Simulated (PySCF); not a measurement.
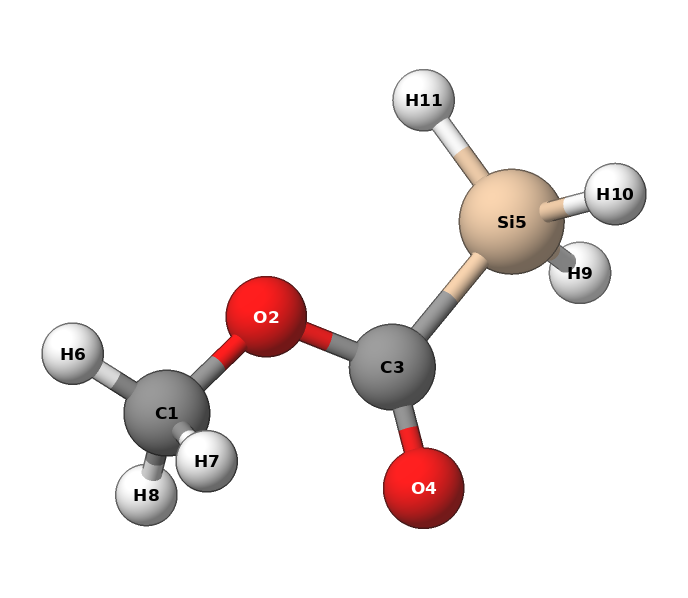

The computed structure is the end point of a GFN2-xTB optimisation. No frequency run is at hand to confirm it as a minimum. Properties computed with delta-SCF UKS SCAN, pcX-2 on the ionised atom, pcseg-1 elsewhere, spin-free X2C (PySCF 2.14.0).

Give the core-electron binding energies (to vacuum; p and d levels without spin–orbit splitting) of C1 1s, O2 1s, C3 1s, O4 1s, Si5 1s, Si5 2p.

```tsv
atom	level	binding energy (eV)
C1	1s	292.5
O2	1s	539.5
C3	1s	294.0
O4	1s	537.7
Si5	1s	1846.8
Si5	2p	107.3
```

The geometry is semi-empirical. Around Si such bond lengths and angles can be off by a tenth of an ångström or more and by several degrees, and values that hang on the shape move with them.
